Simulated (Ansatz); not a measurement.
# Molecular dynamics of SiH$_{3}$ClF (charge −1) (part 2 of 2)

SiH$_{3}$ClF, charge −1; RKS B3LYP-D4/pcseg-2 (Ansatz 0.2.0). 

Geometry of the input (Å):
```
F  -0.9784  -0.5413  -1.5255
Si -0.1024  -0.0567  -0.1597
Cl 1.1702  0.6475  1.8244
H  0.3162  -1.4281  0.2326
H  0.8523  0.8060  -0.9040
H  -1.2579  0.5726  0.5322
```

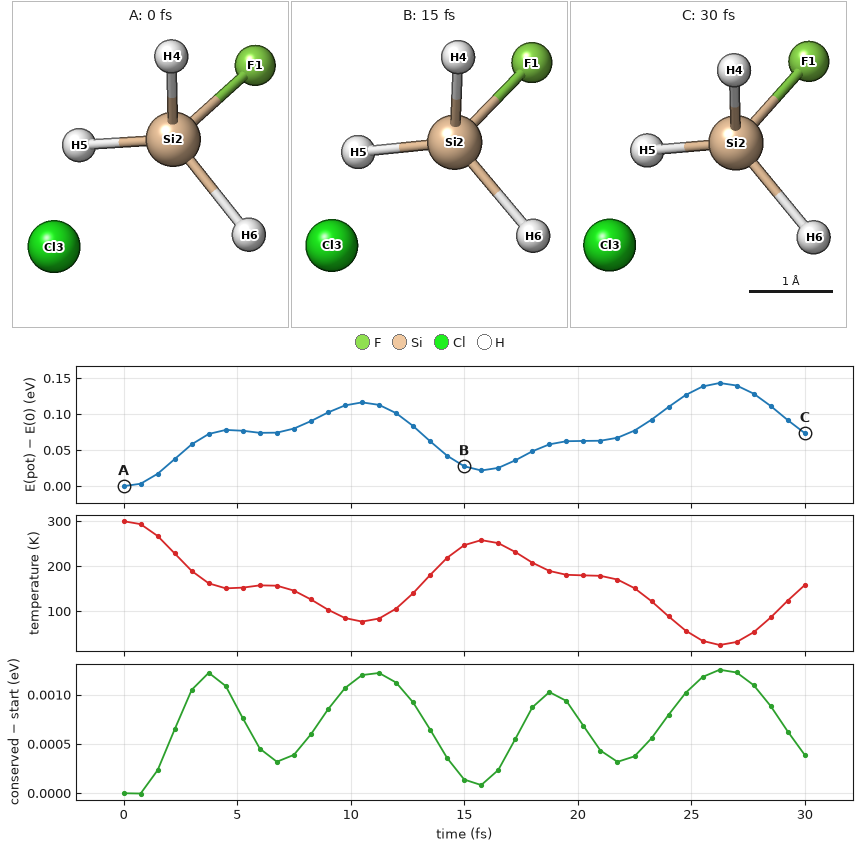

*Frames of the molecular dynamics (ball-and-stick, seen at a tilt) above the curves, on which the letters mark them.*

The trajectory kept here has 41 frames over 30 fs. The temperature starts at 300 K, ranges from 25 to 300 K and averages 144 K over the second half. The potential energy ends 0.074 eV above its first value. The conserved quantity stays within 0.0013 eV. After an unweighted best fit of the last frame on the first, the root-mean-square displacement is 0.10 Å.

```
Total energy: -23173.69278436 eV, -851.6175021320 hartree
Atom 0 at    -0.917537    -0.557910    -1.566336 Å, force    -0.266146    -0.263456     0.258208 eV/Å
Atom 1 at    -0.169053    -0.042399    -0.130204 Å, force     0.218528     0.361471    -0.354557 eV/Å
Atom 2 at     1.199511     0.641092     1.818939 Å, force    -0.003202     0.211640     0.115487 eV/Å
Atom 3 at     0.236239    -1.359739     0.408636 Å, force    -0.133797    -0.128055    -0.354127 eV/Å
Atom 4 at     0.702616     0.868739    -0.940377 Å, force     0.084398    -0.096901     0.426959 eV/Å
Atom 5 at    -1.350563     0.579995     0.534169 Å, force     0.100219    -0.084698    -0.091969 eV/Å
Dipole moment:    -0.207635    -0.118649    -0.248109 e Å
```

### Trajectory as extended XYZ (Å, eV, eV/Å), 15 of the 41 frames kept, from step=0 to step=40
```
6
Properties=species:S:1:pos:R:3:forces:R:3 step=0 time_fs=0.0 energy=-23173.76616 temperature=300.0
F    -0.9784   -0.5413   -1.5255   -0.0492  -0.0273  -0.0767
Si   -0.1024   -0.0567   -0.1597   -0.0001   0.0001  -0.0005
Cl    1.1702    0.6475    1.8244    0.0960   0.0531   0.1498
H     0.3162   -1.4281    0.2326   -0.0351   0.0712  -0.0399
H     0.8523    0.8060   -0.9040   -0.0654  -0.0552   0.0242
H    -1.2579    0.5726    0.5322    0.0539  -0.0420  -0.0569
6
Properties=species:S:1:pos:R:3:forces:R:3 step=3 time_fs=2.2 energy=-23173.72852 temperature=228.5
F    -0.9728   -0.5458   -1.5282   -0.0567   0.1197  -0.1602
Si   -0.1070   -0.0517   -0.1559   -0.5990  -0.7909   0.3799
Cl    1.1723    0.6470    1.8218    0.0819   0.0086   0.2301
H     0.2800   -1.4400    0.1919    0.0813   0.0356   0.1498
H     0.8383    0.7867   -0.8204    0.5778   0.5748  -0.6465
H    -1.2617    0.5649    0.5257   -0.0854   0.0522   0.0469
6
Properties=species:S:1:pos:R:3:forces:R:3 step=6 time_fs=4.5 energy=-23173.68800 temperature=151.0
F    -0.9674   -0.5499   -1.5313   -0.0462   0.2643  -0.2039
Si   -0.1125   -0.0480   -0.1515   -0.6656  -1.0312   0.3417
Cl    1.1746    0.6465    1.8195    0.0580  -0.0354   0.3039
H     0.2477   -1.4502    0.1584    0.1777   0.0199   0.3044
H     0.8500    0.7933   -0.7663    0.6374   0.6710  -0.8520
H    -1.2694    0.5595    0.5213   -0.1613   0.1114   0.1059
6
Properties=species:S:1:pos:R:3:forces:R:3 step=9 time_fs=6.8 energy=-23173.69183 temperature=156.9
F    -0.9620   -0.5533   -1.5348   -0.0214   0.3785  -0.1842
Si   -0.1190   -0.0460   -0.1466   -0.0422  -0.5284  -0.0938
Cl    1.1769    0.6460    1.8177    0.0179  -0.0767   0.3441
H     0.2239   -1.4592    0.1394    0.2285   0.0626   0.3903
H     0.8895    0.8296   -0.7515   -0.0865   0.0711  -0.5285
H    -1.2844    0.5592    0.5216   -0.0963   0.0930   0.0721
6
Properties=species:S:1:pos:R:3:forces:R:3 step=11 time_fs=8.2 energy=-23173.67575 temperature=126.3
F    -0.9585   -0.5550   -1.5375   -0.0025   0.4249  -0.1415
Si   -0.1235   -0.0452   -0.1434    0.3553  -0.1421  -0.3463
Cl    1.1784    0.6456    1.8167   -0.0120  -0.0960   0.3459
H     0.2140   -1.4636    0.1369    0.2325   0.1155   0.4048
H     0.9159    0.8578   -0.7570   -0.5794  -0.3481  -0.2752
H    -1.2972    0.5616    0.5239    0.0061   0.0458   0.0123
6
Properties=species:S:1:pos:R:3:forces:R:3 step=14 time_fs=10.5 energy=-23173.64974 temperature=77.2
F    -0.9532   -0.5568   -1.5418    0.0171   0.4372  -0.0553
Si   -0.1297   -0.0442   -0.1390    0.6107   0.1752  -0.5291
Cl    1.1808    0.6449    1.8156   -0.0458  -0.1003   0.3217
H     0.2083   -1.4653    0.1494    0.2001   0.1903   0.3687
H     0.9306    0.8846   -0.7752   -0.9389  -0.6708  -0.0318
H    -1.3155    0.5666    0.5274    0.1567  -0.0316  -0.0741
6
Properties=species:S:1:pos:R:3:forces:R:3 step=17 time_fs=12.8 energy=-23173.68259 temperature=140.2
F    -0.9479   -0.5574   -1.5462    0.0089   0.3737   0.0299
Si   -0.1349   -0.0430   -0.1356    0.4956   0.1332  -0.5210
Cl    1.1831    0.6440    1.8150   -0.0540  -0.0680   0.2841
H     0.2123   -1.4579    0.1796    0.1381   0.2107   0.2797
H     0.9016    0.8803   -0.7956   -0.7973  -0.5830   0.0253
H    -1.3265    0.5703    0.5276    0.2087  -0.0666  -0.0981
6
Properties=species:S:1:pos:R:3:forces:R:3 step=20 time_fs=15.0 energy=-23173.73852 temperature=246.8
F    -0.9425   -0.5571   -1.5505   -0.0410   0.2389   0.0937
Si   -0.1393   -0.0416   -0.1330    0.0800  -0.2512  -0.3206
Cl    1.1853    0.6431    1.8147   -0.0385  -0.0034   0.2413
H     0.2229   -1.4406    0.2233    0.0661   0.1530   0.1588
H     0.8356    0.8493   -0.8156   -0.1921  -0.0989  -0.1330
H    -1.3279    0.5710    0.5233    0.1255  -0.0383  -0.0402
6
Properties=species:S:1:pos:R:3:forces:R:3 step=23 time_fs=17.2 energy=-23173.73026 temperature=231.6
F    -0.9373   -0.5561   -1.5546   -0.1267   0.0556   0.1390
Si   -0.1435   -0.0406   -0.1310   -0.4075  -0.7546   0.0004
Cl    1.1874    0.6421    1.8148   -0.0146   0.0773   0.1934
H     0.2368   -1.4161    0.2746   -0.0030   0.0368   0.0227
H     0.7611    0.8142   -0.8425    0.5918   0.5555  -0.4180
H    -1.3235    0.5700    0.5173   -0.0400   0.0293   0.0625
6
Properties=species:S:1:pos:R:3:forces:R:3 step=26 time_fs=19.5 energy=-23173.70370 temperature=181.0
F    -0.9324   -0.5550   -1.5584   -0.2124  -0.1285   0.1944
Si   -0.1484   -0.0409   -0.1291   -0.3936  -0.7340  -0.0045
Cl    1.1895    0.6413    1.8152    0.0024   0.1537   0.1473
H     0.2505   -1.3898    0.3269   -0.0656  -0.0878  -0.1182
H     0.7132    0.8041   -0.8885    0.8321   0.7205  -0.3504
H    -1.3209    0.5703    0.5141   -0.1628   0.0761   0.1314
6
Properties=species:S:1:pos:R:3:forces:R:3 step=29 time_fs=21.8 energy=-23173.69889 temperature=170.5
F    -0.9280   -0.5543   -1.5616   -0.2555  -0.2594   0.2783
Si   -0.1539   -0.0423   -0.1272    0.1157  -0.0661  -0.4716
Cl    1.1917    0.6407    1.8157    0.0074   0.2112   0.1113
H     0.2610   -1.3677    0.3736   -0.1233  -0.1720  -0.2536
H     0.7030    0.8264   -0.9493    0.3940   0.2357   0.2318
H    -1.3257    0.5741    0.5170   -0.1384   0.0506   0.1038
6
Properties=species:S:1:pos:R:3:forces:R:3 step=31 time_fs=23.2 energy=-23173.67377 temperature=122.4
F    -0.9254   -0.5541   -1.5634   -0.2584  -0.3064   0.3364
Si   -0.1575   -0.0434   -0.1263    0.4060   0.4034  -0.7634
Cl    1.1931    0.6404    1.8162    0.0062   0.2362   0.0940
H     0.2649   -1.3573    0.3983   -0.1568  -0.1948  -0.3318
H     0.7083    0.8493   -0.9856    0.0515  -0.1354   0.6264
H    -1.3326    0.5780    0.5218   -0.0485  -0.0029   0.0384
6
Properties=species:S:1:pos:R:3:forces:R:3 step=34 time_fs=25.5 energy=-23173.62762 temperature=34.3
F    -0.9222   -0.5546   -1.5653   -0.2500  -0.3295   0.3864
Si   -0.1623   -0.0444   -0.1261    0.5773   0.8142  -0.9200
Cl    1.1952    0.6403    1.8170    0.0024   0.2525   0.0807
H     0.2643   -1.3495    0.4215   -0.1887  -0.1883  -0.4107
H     0.7170    0.8766   -1.0133   -0.2449  -0.4592   0.9346
H    -1.3443    0.5834    0.5300    0.1039  -0.0897  -0.0710
6
Properties=species:S:1:pos:R:3:forces:R:3 step=37 time_fs=27.8 energy=-23173.63766 temperature=53.6
F    -0.9195   -0.5558   -1.5663   -0.2528  -0.3149   0.3598
Si   -0.1661   -0.0441   -0.1275    0.5038   0.8057  -0.7636
Cl    1.1974    0.6405    1.8179   -0.0007   0.2436   0.0872
H     0.2546   -1.3508    0.4251   -0.1832  -0.1587  -0.4211
H     0.7150    0.8830   -0.9971   -0.2364  -0.4497   0.8627
H    -1.3513    0.5846    0.5349    0.1694  -0.1259  -0.1250
6
Properties=species:S:1:pos:R:3:forces:R:3 step=40 time_fs=30.0 energy=-23173.69254 temperature=158.4
F    -0.9175   -0.5579   -1.5663   -0.2661  -0.2635   0.2582
Si   -0.1691   -0.0424   -0.1302    0.2185   0.3615  -0.3546
Cl    1.1995    0.6411    1.8189   -0.0032   0.2116   0.1155
H     0.2362   -1.3597    0.4086   -0.1338  -0.1281  -0.3541
H     0.7026    0.8687   -0.9404    0.0844  -0.0969   0.4270
H    -1.3506    0.5800    0.5342    0.1002  -0.0847  -0.0920
```

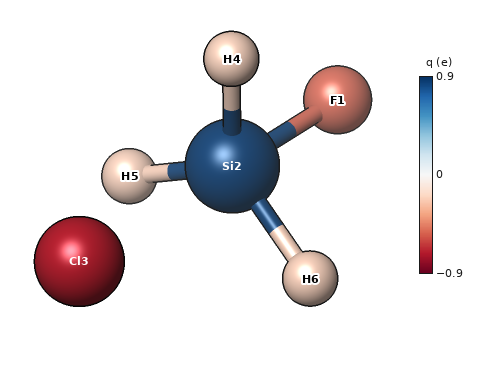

*Mulliken charges, as the colour of each atom (ball-and-stick view, seen at a tilt; atoms are numbered from 1 in the order of the input).*

By element: F −0.53, Si +0.86, Cl −0.70 and H −0.21 to −0.20 e.
